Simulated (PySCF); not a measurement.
```xyz
15

C     0.0758   -0.2740   -1.9056
C     0.2961   -0.1647   -0.5975
C    -0.5036   -0.9068    0.4378
C    -1.5135    0.0189    1.1144
O     1.2638    0.6507   -0.1494
Si    1.7564    1.3369    1.2382
H    -0.6842   -0.9289   -2.2869
H     0.6557    0.2856   -2.6167
H     0.1782   -1.3153    1.1883
H    -1.0255   -1.7345   -0.0425
H    -2.2026    0.4234    0.3762
H    -1.0027    0.8496    1.6018
H    -2.0831   -0.5251    1.8643
H     3.0455    1.8549    0.8296
H     1.7393    0.4374    2.3866
```

Geometry: GFN2-xTB.

All numbers below come from UKS B3LYP, pcH-1 on C H O Si, non-relativistic, mean-field spin-orbit, GIAO (PySCF).

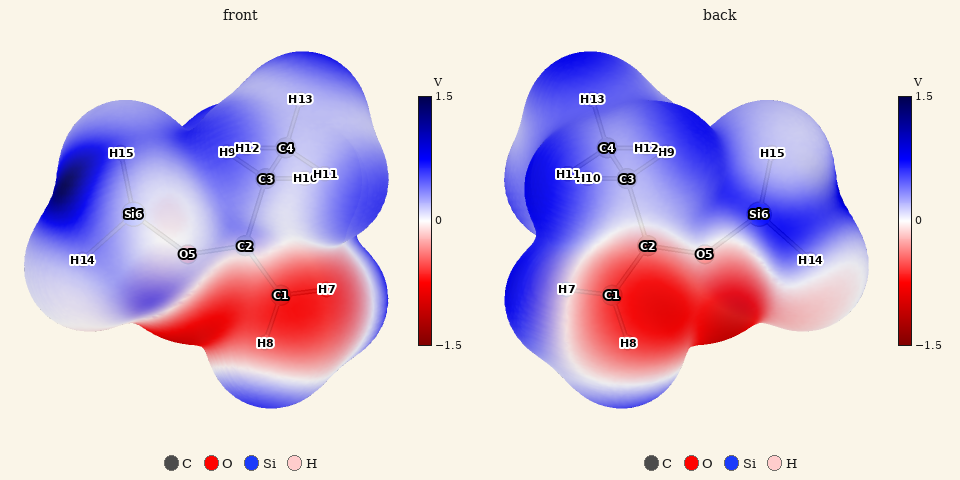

C₄H₉OSi (SMILES C=C(CC)O[SiH2]) (doublet). The electrostatic potential painted on the density surface at 0.002 e/bohr³, seen from the front and from behind; red is negative and blue positive.

Describe the electrostatic potential map.

Answer. The most negative region (about −1.0 V, or −23 kcal/mol for a unit charge) lies over O5, the most positive (about +1.4 V, or +32 kcal/mol for a unit charge) over Si6.
